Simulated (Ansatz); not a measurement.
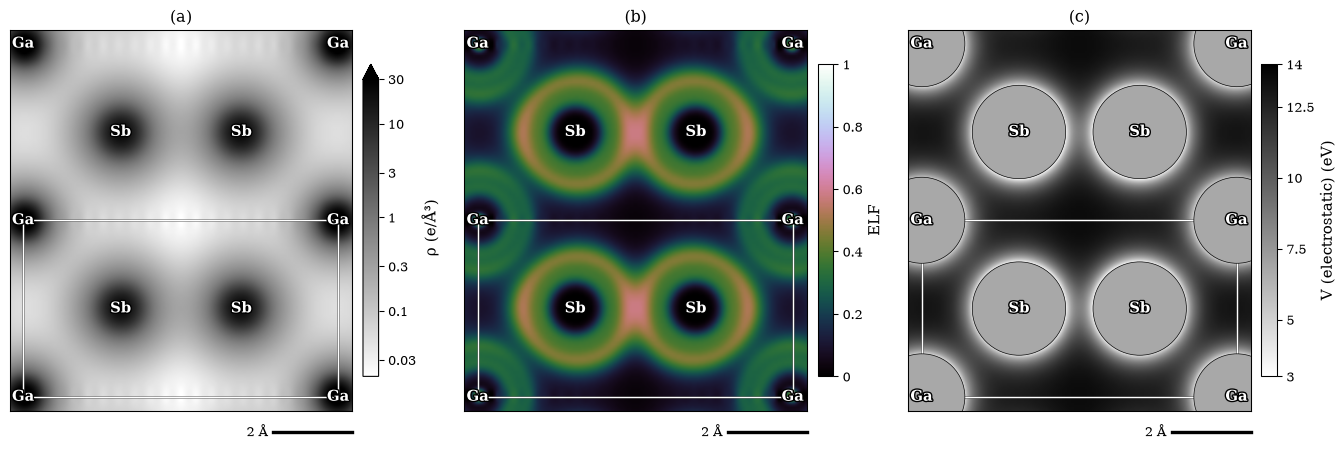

Figure 1: GaSb₂. (a) valence charge density (pseudo); (b) electron localisation function; (c) electrostatic potential (local pseudopotential plus Hartree) felt by an electron on the (110) plane of the conventional cell. Grey discs cover the atomic cores in the potential map.

Space group P4/mmm; a structure generated by program, which may or may not match a known phase; computed without spin polarisation.

Level of theory: DFT PBE, scalar-relativistic, plane waves, PAW (Ansatz 0.2.0).

The density is the valence pseudo-density of a PAW calculation; it isn't the true density close to the nuclei.

Question: Read the bonding off the picture.

Answer: The plane passes through Ga and Sb nuclei. Sb–Sb (3.06 Å): ρ at the midpoint is about 0.27 e/Å³; the ELF reaches about 0.60 near the midpoint. Ga–Sb (3.33 Å): the density is about 0.13 e/Å³ at the midpoint; the ELF is about 0.25 at the midpoint: no shared electron pair shows on this line. Between the atoms the lowest density in this plane is 0.02 e/Å³. The features right at Ga lie inside the PAW spheres, where the map follows smoothed inner orbitals and isn't to be read closely. Outside the cores the potential energy rises away from the atoms and is highest about 2.7 Å from the nearest atoms; its zero is arbitrary.
